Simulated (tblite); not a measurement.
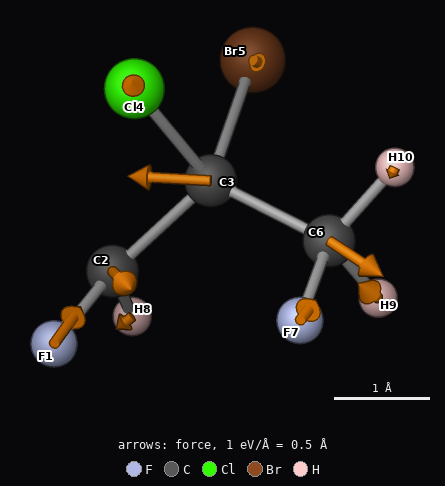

Starting geometry of C$_{3}$H$_{3}$BrClF$_{2}$ (multiplicity 2) with the computed forces as orange arrows. A ball-and-stick model, seen at a tilt.

The calculation used tblite, GFN2-xTB geometry optimisation, gas phase. 

> Is this structure relaxed? If not, where do the atoms go?

It isn't relaxed: the largest force vector, on C3, is 1.82 eV/Å. The final displacements follow the starting forces only in part (cosine between the two patterns 0.35). The atom that moves furthest after the best rigid fit is F1 (1.40 Å). By element the largest moves are F 1.40 Å, Br 0.97 Å, C 0.73 Å, Cl 0.64 Å, H 0.47 Å. Some distances before and after: C3–Br5 1.946 → 3.335 Å, Cl4–Br5 2.970 → 4.331 Å, Br5–C6 2.818 → 3.626 Å, C2–Br5 2.811 → 3.132 Å. Bonds break, among them: C3–Br5 (1.95 → 3.34 Å). Among the angles between lasting bonds that change: C2–C3–Cl4 106.4° → 121.3°, F1–C2–C3 114.7° → 122.6°, C3–C2–H8 117.0° → 124.3°. The energy falls by 96.8 kJ/mol in 91 geometry steps. The run took 0.58 s on 1 thread of Arm Neoverse V2, with other jobs on the host.
